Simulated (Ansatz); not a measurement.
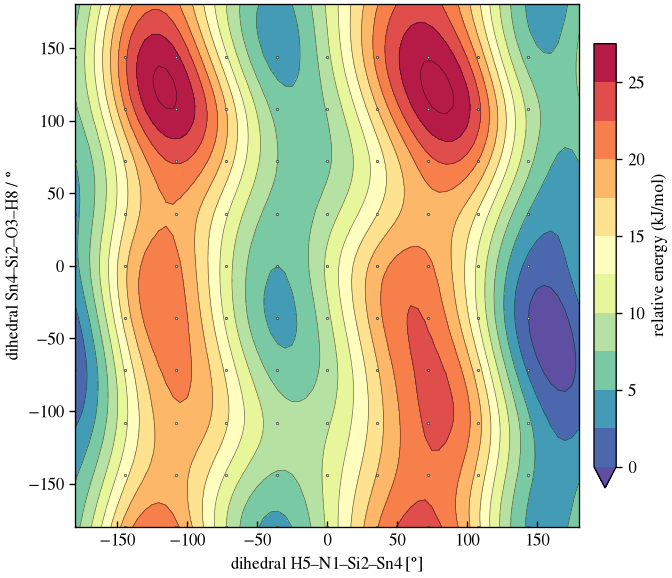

Energy landscape of H₇NOSiSn, SMILES N[SiH](O)[SnH3]. The first coordinate is: dihedral H5–N1–Si2–Sn4; the second: dihedral Sn4–Si2–O3–H8. Nothing is relaxed (all other coordinates rigid). Grid: 10 × 10 points. Energies are in kJ/mol, from the lowest grid point. The calculation used Ansatz, RKS PBE-D4/def2-SVP.

In the figure: filled contours, dots at the grid points. Between grid points the surface is interpolated. 

Describe this landscape.

Answer. The lowest grid point is at dihedral H5–N1–Si2–Sn4 = 144°, dihedral Sn4–Si2–O3–H8 = −36°. The bottom of the well lies between grid points, at about dihedral H5–N1–Si2–Sn4 = 160°, dihedral Sn4–Si2–O3–H8 = −50°, about 1.5 kJ/mol lower on the interpolated surface. There are further wells near dihedral H5–N1–Si2–Sn4 = −36°, dihedral Sn4–Si2–O3–H8 = 144° (4.0 kJ/mol above the lowest at that grid point); dihedral H5–N1–Si2–Sn4 = −36°, dihedral Sn4–Si2–O3–H8 = −36° (4.3 kJ/mol above the lowest at that grid point). The highest grid point, dihedral H5–N1–Si2–Sn4 = −108°, dihedral Sn4–Si2–O3–H8 = 108°, lies 27.4 kJ/mol above the lowest. Round the minimum the valley is somewhat tilted: raising dihedral H5–N1–Si2–Sn4 shifts the best value of dihedral Sn4–Si2–O3–H8 downwards (coupling k₁₂/√(k₁₁k₂₂) about 0.4).

Grid values (kJ/mol):

| dihedral Sn4–Si2–O3–H8 ↓, dihedral H5–N1–Si2–Sn4 → | −180 | −144 | −108 | −72 | −36 | 0 | 36 | 72 | 108 | 144 |
| --- | --- | --- | --- | --- | --- | --- | --- | --- | --- | --- |
| 144 | 7.9 | 22.1 | 25.6 | 12.9 | 4.0 | 9.3 | 20.8 | 27.3 | 19.4 | 6.4 |
| 108 | 7.1 | 20.1 | 27.4 | 17.5 | 6.6 | 7.7 | 17.4 | 27.0 | 23.2 | 9.3 |
| 72 | 5.0 | 15.4 | 22.8 | 16.5 | 7.6 | 7.1 | 13.7 | 21.7 | 20.0 | 8.3 |
| 36 | 4.4 | 14.8 | 19.7 | 12.8 | 6.4 | 8.7 | 15.0 | 19.1 | 14.7 | 4.9 |
| 0 | 4.3 | 17.0 | 20.6 | 11.2 | 5.0 | 10.4 | 18.8 | 20.5 | 12.0 | 1.8 |
| −36 | 1.8 | 16.0 | 21.5 | 11.9 | 4.3 | 9.3 | 19.2 | 22.2 | 12.5 | 0.0 |
| −72 | 0.4 | 12.9 | 20.8 | 14.5 | 6.4 | 8.4 | 17.3 | 23.2 | 16.1 | 2.1 |
| −108 | 2.2 | 12.0 | 19.3 | 15.3 | 8.8 | 9.7 | 16.5 | 22.9 | 18.3 | 5.5 |
| −144 | 4.7 | 14.3 | 18.5 | 12.3 | 7.3 | 10.6 | 17.6 | 22.1 | 16.6 | 5.6 |
| −180 | 6.6 | 18.6 | 20.6 | 10.0 | 4.2 | 10.3 | 19.9 | 23.6 | 15.6 | 4.6 |

Time for the 100 points that were run: 12 min on 1 thread of Arm Neoverse V2, on a shared host.
